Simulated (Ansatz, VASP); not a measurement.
## Cross-check of NaCl between VASP and Ansatz

Wanted: the spread between two codes on one cell, functional and k mesh. The cell comes out of the VASP series on this material, whose earlier steps may have relaxed, scaled or displaced it; both programs get it as it stands.

Calculated with Ansatz 0.2.0; plane waves, with VASP 6.6.1 beside it; relaxation of cell and atoms at PBEsol.

### Step 1. The starting structure

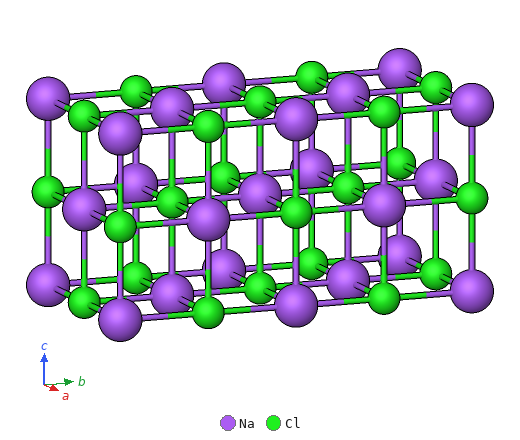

The cell as given, slightly off an axis (sodium purple, chlorine green). 1×2×1 cells are drawn. This picture shows the conventional cell, with its axes. Some periodic images of atoms are drawn too.

Coordinates:

```xyz
2
Lattice="0.0000 2.7962 2.7962 2.7962 0.0000 2.7962 2.7962 2.7962 0.0000" Properties=species:S:1:pos:R:3 pbc="T T T"
Na    0.0000    0.0000    0.0000
Cl    2.7962    2.7962    2.7962
```

### Step 2. VASP: relaxation of cell and atoms, PBEsol

The relaxed volume is the usual yardstick between codes: its relative difference is about their pressure difference at one cell divided by the bulk modulus.

Lines of VASP's logs that name or quote its potential files are left out, and so is its time.

Contents of INCAR:

```
SYSTEM = NaCl
PREC = Accurate
ENCUT = 400
EDIFF = 1E-07
NELM = 100
ISMEAR = 0
SIGMA = 0.05
LREAL = .FALSE.
ALGO = Normal
GGA = PS
NBANDS = 13
LORBIT = 11
LWAVE = .FALSE.
LCHARG = .FALSE.
KPAR = 16
IBRION = 2
NSW = 50
ISIF = 3
EDIFFG = -0.003
```

Contents of POSCAR:

```
NaCl
1.0
    0.0000000000      2.7962210601      2.7962210601
    2.7962210601      0.0000000000      2.7962210601
    2.7962210601      2.7962210601      0.0000000000
Na Cl
1 1
Direct
    0.0000000000      0.0000000000      0.0000000000
    0.5000000000      0.5000000000      0.5000000000
```

Contents of KPOINTS:

```
Automatic mesh
0
Gamma
10 10 10
0 0 0
```

PAW data sets: Na_pv and Cl (PBE family, release 64).

Launch:

```console
> mpirun -np 16 vasp_std
```

Numbers of over 12 decimals in the logs are rounded to 6 here.

What it wrote:

```text
[banner, memory and clock lines left out]
running   16 mpi-ranks, on    1 nodes
 distrk:  each k-point on    1 cores,   16 groups
 distr:  one band on    1 cores,    1 groups

 POSCAR found type information on POSCAR NaCl
 POSCAR found :  2 types and       2 ions
|                                                                             |
|           W    W    AA    RRRRR   N    N  II  N    N   GGGG   !!!           |
|           W    W   A  A   R    R  NN   N  II  NN   N  G    G  !!!           |
|           W    W  A    A  R    R  N N  N  II  N N  N  G       !!!           |
|           W WW W  AAAAAA  RRRRR   N  N N  II  N  N N  G  GGG   !            |
|           WW  WW  A    A  R   R   N   NN  II  N   NN  G    G                |
|           W    W  A    A  R    R  N    N  II  N    N   GGGG   !!!           |
|                                                                             |
|     For optimal performance we recommend to set                             |
|       NCORE = 2 up to number-of-cores-per-socket                            |
|     NCORE specifies how many cores store one orbital (NPAR=cpu/NCORE).      |
|     This setting can greatly improve the performance of VASP for DFT.       |
|     The default, NCORE=1 might be grossly inefficient on modern             |
|     multi-core architectures or massively parallel machines. Do your        |
|     Unfortunately you need to use the default for GW and RPA                |
|     calculations (for HF NCORE is supported but not extensively tested      |
|     yet).                                                                   |
|                                                                             |

|                                                                             |
|               ----> ADVICE to this user running VASP <----                  |
|                                                                             |
|     You enforced a specific xc type in the INCAR file but a different       |
|     [... a line on the potential file left out ...]
|     I HOPE YOU KNOW WHAT YOU ARE DOING!                                     |
|                                                                             |

 LDA part: xc-table for (Slater+PW92), standard interpolation
 POSCAR, INCAR and KPOINTS ok, starting setup
 FFT: planning ... GRIDC
 FFT: planning ... GRID_SOFT
 FFT: planning ... GRID
 WAVECAR not read
 entering main loop
       N       E                     dE             d eps       ncg     rms          rms(c)
DAV:   1     0.822031507753E+02    0.82203E+02   -0.64313E+03  1254   0.903E+02
DAV:   2    -0.645273058151E+00   -0.82848E+02   -0.77278E+02  1312   0.237E+02
DAV:   3    -0.705249472791E+01   -0.64072E+01   -0.63765E+01  1562   0.662E+01
DAV:   4    -0.715592668131E+01   -0.10343E+00   -0.10340E+00  1412   0.924E+00
DAV:   5    -0.715834021022E+01   -0.24135E-02   -0.24134E-02  1551   0.139E+00    0.189E+00
DAV:   6    -0.700504647686E+01    0.15329E+00   -0.26224E-01  1492   0.375E+00    0.136E+00
DAV:   7    -0.699460652438E+01    0.10440E-01   -0.63376E-02  1599   0.174E+00    0.918E-01
DAV:   8    -0.699801497420E+01   -0.34084E-02   -0.73835E-03  1312   0.839E-01    0.266E-01
DAV:   9    -0.699792604225E+01    0.88932E-04   -0.18413E-04  1492   0.111E-01    0.167E-01
DAV:  10    -0.699796305501E+01   -0.37013E-04   -0.28011E-04  1352   0.113E-01    0.542E-02
DAV:  11    -0.699795325376E+01    0.98013E-05   -0.19319E-05  1482   0.342E-02    0.190E-02
DAV:  12    -0.699795249405E+01    0.75971E-06   -0.35004E-06  1397   0.122E-02    0.199E-03
DAV:  13    -0.699795267213E+01   -0.17808E-06   -0.80036E-08  1442   0.220E-03    0.102E-03
DAV:  14    -0.699795266930E+01    0.28258E-08   -0.20218E-09   791   0.407E-04
   1 F= -.69979527E+01 E0= -.69979527E+01  d E =-.699795E+01
 curvature:   0.00 expect dE= 0.000E+00 dE for cont linesearch  0.000E+00
 trial: gam= 0.00000 g(F)=  0.271E-59 g(S)=  0.108E-05 ort = 0.000E+00 (trialstep = 0.100E+01)
 search vector abs. value=  0.108E-05
 reached required accuracy - stopping structural energy minimisation
```

From OUTCAR (step 2):

```text
ion  position               nearest neighbor table
   1  0.000  0.000  0.000-
   2  0.500  0.500  0.500-

  LATTYP: Found a face centered cubic cell.
 ALAT       =     5.5924421202

 Subroutine GETGRP returns: Found 48 space group operations
 (whereof 48 operations were pure point group operations)

The static configuration has the point symmetry O_h .

 Found     47 irreducible k-points:

   k-points           NKPTS =     47   k-points in BZ     NKDIM =     47   number of bands    NBANDS=     13

   dimension x,y,z NGX =    28 NGY =   28 NGZ =   28
   dimension x,y,z NGXF=    56 NGYF=   56 NGZF=   56

   ENCUT  =  400.0 eV  29.40 Ry    5.42 a.u.   6.45  6.45  6.45*2*pi/ulx,y,z

   NELECT =      14.0000    total number of electrons

 k-points in reciprocal lattice and weights: Automatic mesh
   0.00000000  0.00000000  0.00000000       0.001
   0.10000000  0.00000000  0.00000000       0.008
   0.20000000  0.00000000  0.00000000       0.008
   0.30000000  0.00000000  0.00000000       0.008
   0.40000000  0.00000000  0.00000000       0.008
   0.50000000  0.00000000  0.00000000       0.004
   0.10000000  0.10000000  0.00000000       0.006
   0.20000000  0.10000000  0.00000000       0.024
   0.30000000  0.10000000  0.00000000       0.024
[...]
-0.30000000  0.40000000  0.20000000       0.024
  -0.30000000  0.50000000  0.20000000       0.012

 average (electrostatic) potential at core
       1 -46.9175       2 -93.5623

 E-fermi :  -0.3155

 k-point     1 :       0.0000    0.0000    0.0000
  band No.  band energies     occupation
    ...
      3     -21.2387      2.00000
      4     -13.3404      2.00000
      5      -0.6354      2.00000
      6      -0.6354      2.00000
      7      -0.6354      2.00000
      8       4.3892      0.00000
      9      10.3852      0.00000
     10      10.3852      0.00000
     11      10.3852      0.00000
     12      12.6406      0.00000
    ...

 k-point     2 :       0.1000    0.0000    0.0000
  band No.  band energies     occupation
    ...
      3     -21.2387      2.00000
      4     -13.3067      2.00000
      5      -0.9012      2.00000
      6      -0.6641      2.00000
      7      -0.6641      2.00000
      8       4.7331      0.00000
      9       9.9809      0.00000
     10      10.5225      0.00000
     11      10.5225      0.00000
     12      12.4457      0.00000
    ...

 k-point     3 :       0.2000    0.0000    0.0000
  band No.  band energies     occupation
    ...
      3     -21.2393      2.00000
      4     -13.2165      2.00000
      5      -1.4922      2.00000
      6      -0.7377      2.00000
      7      -0.7377      2.00000
      8       5.5006      0.00000
      9       9.4096      0.00000
     10      10.7248      0.00000
     11      10.7248      0.00000
     12      12.3479      0.00000
    ...

  Total       -0.0038641     -0.0038641     -0.0038641      0.0000000      0.0000000      0.0000000
  in kB       -0.1415844     -0.1415844     -0.1415844      0.0000000      0.0000000      0.0000000
  external PRESSURE =      -0.1415844 kB  Pullay stress =       0.0000000 kB

  energy-cutoff  :      400.00
  volume of cell :       43.73
      direct lattice vectors                 reciprocal lattice vectors
     0.000000000  2.796221060  2.796221060    -0.178812758  0.178812758  0.178812758
     2.796221060  0.000000000  2.796221060     0.178812758 -0.178812758  0.178812758
     2.796221060  2.796221060  0.000000000     0.178812758  0.178812758 -0.178812758

 POSITION                                       TOTAL-FORCE (eV/Angst)
 -----------------------------------------------------------------------------------
      0.00000      0.00000      0.00000        -0.000000      0.000000     -0.000000
      2.79622      2.79622      2.79622         0.000000     -0.000000      0.000000
 -----------------------------------------------------------------------------------
    total drift:                                0.000000      0.000000      0.000000

  FREE ENERGIE OF THE ION-ELECTRON SYSTEM (eV)
  ---------------------------------------------------
  free  energy   TOTEN  =        -6.9979526693 eV

  energy  without entropy=       -6.9979526693  energy(sigma->0) =       -6.99795267

 reached required accuracy - stopping structural energy minimisation

 total charge
# of ion       s       p       d       tot
------------------------------------------
    1        0.045   5.983   0.000   6.028
    2        1.578   3.556   0.000   5.134
--------------------------------------------------
tot          1.623   9.539   0.000  11.162

[... 3 further parts left out ...]
```

CONTCAR:

```
NaCl
   1.00000000000000
     0.0000000000000000    2.7962210601000002    2.7962210601000002
     2.7962210601000002    0.0000000000000000    2.7962210601000002
     2.7962210601000002    2.7962210601000002    0.0000000000000000
  Na              Cl
     1     1
Direct
     0.0000000000000000    0.0000000000000000    0.0000000000000000
     0.5000000000000000    0.5000000000000000    0.5000000000000000
```

### Step 3. Ansatz: relaxation of cell and atoms, PBEsol

Ansatz runs on its default PAW (the set named soft_2) files.

The same cell, functional, mesh and smearing now go to Ansatz, which takes its cutoff from its data sets.

Contents of input.yaml:

```yaml
crystal:
  lattice:
    - [0.0, 2.7962210601, 2.7962210601]
    - [2.7962210601, 0.0, 2.7962210601]
    - [2.7962210601, 2.7962210601, 0.0]
  atoms:
    - { symbol: Na, position: [0.0, 0.0, 0.0] }
    - { symbol: Cl, position: [0.5, 0.5, 0.5] }
hamiltonian:
  xc: pbesol
  pseudopotentials: { kind: paw }
kpoints:
  mp_grid: { grid: [10, 10, 10] }
scf:
  occupations: { method: gaussian, width: 0.05 }
relax:
  f_tol: 0.01
  max_steps: 60
  cell: { stress_tol: 0.05 }
output:
  forces: true
  stress: true
```

Launch:

```console
> ansatz run input.yaml --threads 4 --pin off --max-ram 9216MiB --backend cpu --events-out ev --progress --plain --runs-dir out
```

What it wrote:

```text
Engine: ansatz 0.2.0, x86_64-unknown-linux-gnu
Pseudopotentials: kind: paw
Pseudopotential: Na, paw, valence charge 9, recommended cutoff 420 eV (normal), Na.paw.azcp
Pseudopotential: Cl, paw, valence charge 7, recommended cutoff 420 eV (normal), Cl.paw.azcp
Functional definition: PBEsol
  exchange = pbesol_x
  correlation = pbesol_c
Crystal: 2 atoms, lattice volume = 43.726 Å³
Basis set: ecut = 420 eV, 869 PW (Γ), exchange–correlation on 54×54×54 points (8 copies of the dense FFT grid, shifted against one another)
Bands: 12, of which v1, the nominal top of the filled ones, is band 8 counted from 1 (7 counted from 0)
Symmetry: 48 space group operations
Space group: Fm-3m (ITA 225), of the structure as read, at distance tolerance 3.5e-5 Å
k-points: 47 of 1000
Non-local potential: Na, projectors of the file, l = 0: 3, l = 1: 2, l = 2: 1
Non-local potential: Cl, projectors of the file, l = 0: 2, l = 1: 2, l = 2: 2
PAW form: soft (Blöchl's): semilocal exchange-correlation on the pseudo side does not see the compensation charge
PAW frozen core: Na, regenerated for the run's functional, and the local potential with it (the file was generated under x = pbe(κ = 0.804, μ = 0.219515), c = pbe(β = 0.066725))
PAW frozen core: Cl, regenerated for the run's functional, and the local potential with it (the file was generated under x = pbe(κ = 0.804, μ = 0.219515), c = pbe(β = 0.066725))
PAW one-centre angular grid: Na, 110 points (default); XC on 64 Gauss nodes
PAW one-centre angular grid: Cl, 110 points (default); XC on 64 Gauss nodes
Initial density: superposition of atomic densities (neutral atoms: chi_scale 0, normalization atom), corrected by the library's trained network
Initial wavefunctions: pseudopotential atomic-orbital guess
Functional: x = pbesol(κ = 0.804, μ = 0.123457), c = pbesol(β = 0.046)
SCF iter   1: F=—  HF=-2540.289439 eV  |F-HF|=—  |Δ(HF+E_count)|=         —  Δρ=2.86e-3  dr2=3.82e-3  ethr=1.77e-3  ⟨swp⟩=5.7  Hψ=3298  notcnv=0
preconditioner: auto → none  [insulator: Δε(μ)=4.975 eV  Ē_g=20.770 eV  σ=0.050 eV  W_gap=1.00  n_scr=14 (ndim 8)  ℏωp=21.0 eV  f_vac=0.027  D(μ)=0.00/eV (n_scr^D=0)  ε∞_Penn≈2.0]
SCF iter   2: F=—  HF=-2540.286753 eV  |F-HF|=—  |Δ(HF+E_count)|=   2.69e-3  Δρ=1.27e-3  dr2=9.24e-4  ethr=2.39e-5  ⟨swp⟩=2.8  Hψ=1265  notcnv=0
SCF iter   3: F=—  HF=-2540.286721 eV  |F-HF|=—  |Δ(HF+E_count)|=   3.25e-5  Δρ=9.04e-4  dr2=5.08e-4  ethr=5.78e-6  ⟨swp⟩=2.0  Hψ=752  notcnv=0
SCF iter   4: F=—  HF=-2540.286547 eV  |F-HF|=—  |Δ(HF+E_count)|=   1.74e-4  Δρ=2.39e-4  dr2=3.02e-5  ethr=3.17e-6  ⟨swp⟩=2.0  Hψ=690  notcnv=0
SCF iter   5: F=—  HF=-2540.286568 eV  |F-HF|=—  |Δ(HF+E_count)|=   2.08e-5  Δρ=4.04e-5  dr2=1.29e-6  ethr=1.89e-7  ⟨swp⟩=2.0  Hψ=752  notcnv=0
SCF iter   6: F=-2540.286568 eV  HF=-2540.286568 eV  |F-HF|=4.61e-8  |Δ(HF+E_count)|=   2.63e-7  Δρ=1.04e-5  dr2=8.53e-8  ethr=6.25e-10  ⟨swp⟩=3.0  Hψ=1918  notcnv=0
SCF 1 converged in 6 iterations: F = -2540.286568 eV  dr2 = 8.53e-8
  greatest PAW one-centre occupation: 0.999 electrons in one spin orbital (limit 2), on the Na atom at site 0 (counted from 0), in its partial waves of l = 0
relax step   1: F+E_penalty+E_count = -2540.28656777 eV  Δ(F+E_penalty+E_count) = +0.000e0 eV  max|allowed force component| = 3.008e-30 eV/Å  Δτ_max = 0.0000 Å  P = +0.135 GPa  Ω = 43.726 Å³  (6 SCF iters, dr2 threshold 1.00e-7 eV, accepted)
[...]
relax step   2: F+E_penalty+E_count = -2540.28664919 eV  Δ(F+E_penalty+E_count) = -8.143e-5 eV  max|allowed force component| = 1.127e-29 eV/Å  Δτ_max = 0.0000 Å  P = +0.046 GPa  Ω = 43.875 Å³  energy of the carried Pulay correction = -2.107e-6 eV  (4 SCF iters, dr2 threshold 4.56e-8 eV, accepted)
[...]
relax step   3: F+E_penalty+E_count = -2540.28665155 eV  Δ(F+E_penalty+E_count) = -2.352e-6 eV  max|allowed force component| = 7.346e-30 eV/Å  Δτ_max = 0.0000 Å  P = +0.046 GPa  Ω = 43.875 Å³  stress off target by 4.59e-2 GPa  SCF on the basis re-selected at this cell (its energy is not comparable with the rows above)  (4 SCF iters)
basis re-selected at this cell: Δ(F+E_penalty+E_count) = -2.352e-6 eV, ΔP = -0.000 GPa vs the last step (what re-selecting the basis moved, of the pressure what is left beyond the Pulay correction that the steps carried, after the strain that the cell walked since its last selection, with what the two solves' SCF thresholds leave and, on support functions, any second-order correction that the steps lacked; it is no m [...]
SCF converged after 4 iterations
Free energy (F): -2540.286652 eV
Harris-Foulkes:  -2540.286652 eV  (|F-HF|=1.09e-11)
Internal energy: -2540.286652 eV  (E = F + TS)
E sigma→0 (E₀):  -2540.286652 eV
Fermi energy:    3.725674 eV
--- Per-component energies (eV) ---
  E_band       = -231.230244
  E_kinetic    = 282.645109
  E_local      = -1518.529575  (includes V_loc(G=0)·N_el)
  E_nonlocal   = 144.826518
  E_hartree    = 534.022079
  E_xc         = -145.010530
  E_vxc        = -171.870762  (∫ρ·V_xc dr)
  E_paw        = -895.323390  (= ΣΔE_a)
  E_vpaw       = -36.345914  (= ΣTr[D̂ρ^β])
  E_aug_tail   = 0.000081  (compensation charges beyond the density's cutoff)
  E_ewald      = -943.050070
  E_core_change = 0.133126  (= ΣΔE_core)
  E_smearing   = -0.000000  (= −TS)
  E_closure    = 0.000000  (closes the sum)
  Σ components = -2540.286652   (vs F -2540.286652, Δ=0.00e0)
--- Forces (eV/Å), atoms counted from 1 ---
  atom   1  Na     0.00000000    -0.00000000    -0.00000000
  atom   2  Cl     0.00000000     0.00000000     0.00000000
  max |Σ_I F_I| component: 1.48e-29 eV/Å
--- Stress (GPa, compression-positive) ---
        0.045882      -0.000000      -0.000000
       -0.000000       0.045882      -0.000000
       -0.000000      -0.000000       0.045882
  P = ⅓ Tr σ = 0.0459 GPa (0.459 kbar)
--- Relaxed structure (2 steps of the walk, 2 accepted, 1 SCFs on fresh bases) ---
  F+E_penalty+E_count = -2540.28665155 eV   max|allowed force component| = 7.346e-30 eV/Å   (the final SCF, on the basis selected at the relaxed cell)
  cell:  # Å, volume = 43.8747 Å³
    - [0, 2.799378, 2.799378]
    - [2.799378, 0, 2.799378]
    - [2.799378, 2.799378, 0]
  atoms:
    - { symbol: Na, position: [0, 0, 0] }
    - { symbol: Cl, position: [0.500000, 0.500000, 0.500000] }
```

Wall time 1.5 s (4 threads of Intel Xeon Platinum 8259CL at 2.50GHz (Skylake/Cascade Lake), shared host); peak memory 0.38 GiB.

### Step 4. Side by side

Known differences besides the PAW data sets themselves: both relaxations stop at a tolerance, which leaves soft axes loose, and VASP keeps its plane-wave basis; the data sets hold 16 valence electrons in Ansatz (default PAW (the set named soft_2) files) and 14 in VASP; the cutoff is 420 eV in Ansatz and 400 eV in VASP; Ansatz makes its cores anew for this functional, VASP keeps those of its PBE data sets; VASP leaves aspherical gradient terms in its spheres out (LASPH is not set), Ansatz keeps them; Ansatz adds a Pulay correction to the stress that steers its cell, VASP none. Total energies have different zeros and are not compared.

Compared:

| quantity | Ansatz | VASP | difference |
| --- | --- | --- | --- |
| volume (Å³) | 43.87 | 43.73 | +0.34 % |
| edge a after relaxation, in the typed setting (Å) | 3.959 | 3.954 | +0.11 % |

The walks stopped with 0.05 GPa left in Ansatz and -0.01 GPa in VASP; each walk ends within a tolerance, so the volume difference is uncertain by about these residues over the bulk modulus, most in soft cells.

### Step 5. Summary of results

| Property | Result |
| --- | --- |
| difference in volume (relaxation of cell and atoms, PBEsol) | 0.34 % |

What this shows: The difference in volume is 0.34 % (relaxation of cell and atoms, PBEsol), within the 1.2 % picked in this series as the mark of a large difference, as far as the stopping tolerances let one tell. Differences of this kind measure data sets and numerical settings, not the functional's error against experiment.

[Lines on the potential files, build, host, timing and source positions are cut from VASP's logs without a mark.]

[Logs are printed without paths, hosts, clocks, repeated set-up lines and the standing remarks that a program may print on its own settings, such as how far it seeks lower states.]

[Hosts, paths, dates, database ids (printed as entryN), source tags and the programs' standing remarks are cut or masked in the printed files.]
